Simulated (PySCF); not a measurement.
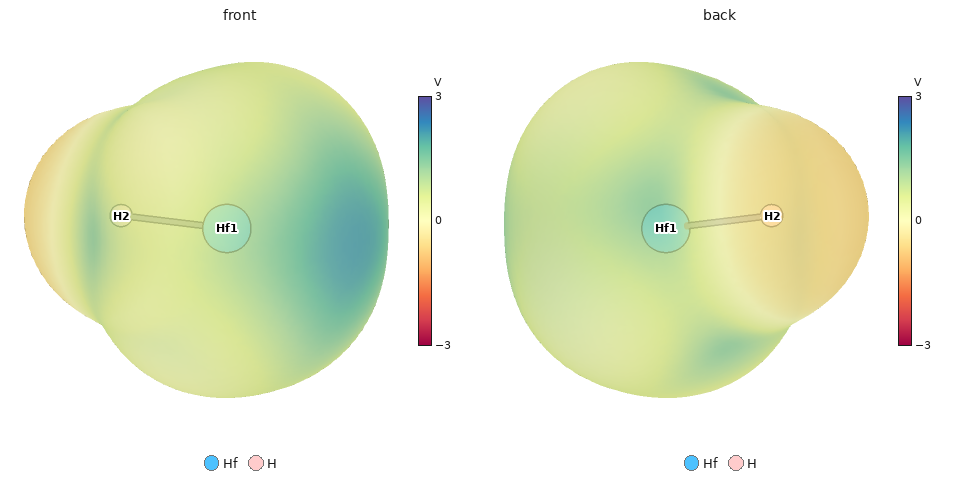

*HfH (doublet). The molecular electrostatic potential painted on the density surface at 0.002 e/bohr³, seen from the front and from behind; the colour scale runs from red (negative) to blue (positive).*

⟨S²⟩ = 0.81, above the pure value of 0.75; core potentials replace the inner electrons of Hf.

Computed with PBE0/cc-pVDZ(-PP), non-relativistic Hamiltonian with scalar-relativistic core potentials where named, at a bond length of 1.825 Å in PySCF 2.14.0.

**Describe the electrostatic potential map.**

The most negative region (about −0.6 V) lies over H2, the most positive (about +2.2 V) over Hf1.
